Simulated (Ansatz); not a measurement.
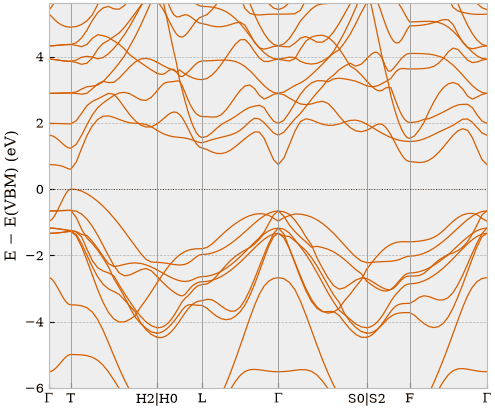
Figure. Band structure from r²SCAN (plane waves, PAW; program Ansatz)

### Question
Read off the gap and where the band edges lie.

### Answer
About 0.6 eV (0.60 eV by a search for the band edges); maximum at T, minimum at T.

The material is GaGeTe in space group R-3m (No. 166; Ga on 6c, Ge on 6c, Te on 6c).

The workflow started from a Materials Project entry (that database holds measured and hypothetical structures alike); the Crystallography Open Database copy checked does not list it. Its standing as an ambient phase is unchecked. The cell was relaxed with r²SCAN under the symmetry of its start; its stability against distortions is not shown here. A crystal of weakly bound layers computed without a dispersion correction: the cell and the soft elastic constants depend strongly on that. Scalar-relativistic: spin–orbit coupling is off unless named, which matters more the heavier the elements.

Potentials: the later of the program's two PAW sets.
